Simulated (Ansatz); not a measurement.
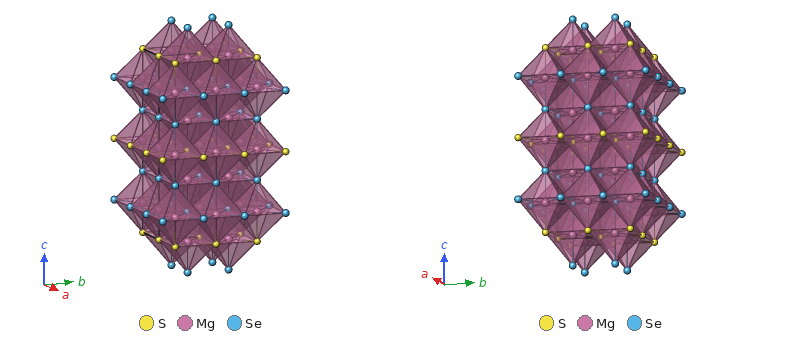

Polyhedra are drawn about Mg (bonds: Mg–S below 3.1 Å and Mg–Se below 3.2 Å); other atoms are plain spheres. Two views of the same piece.

The compound is Mg₃Se₂S (space group I4/mmm, No. 139), taken as coordinates from a relaxation with DFT, PBE, plane waves, PAW in Ansatz 0.2.0; the starting structure was generated, so it need not be a known form of this composition.

Q: What figure surrounds each Mg atom, and what does it share with the other drawn polyhedra?

A: Mg(2b): MgS4Se2 octahedron, sharing edges with twelve neighbours and corners with six neighbours; Mg(4e): MgSe5S octahedron, sharing corners with six neighbours and edges with twelve neighbours.

Q: How do these polyhedra hang together as a whole?

A: They form a three-dimensional framework of corner- and edge-sharing octahedra.
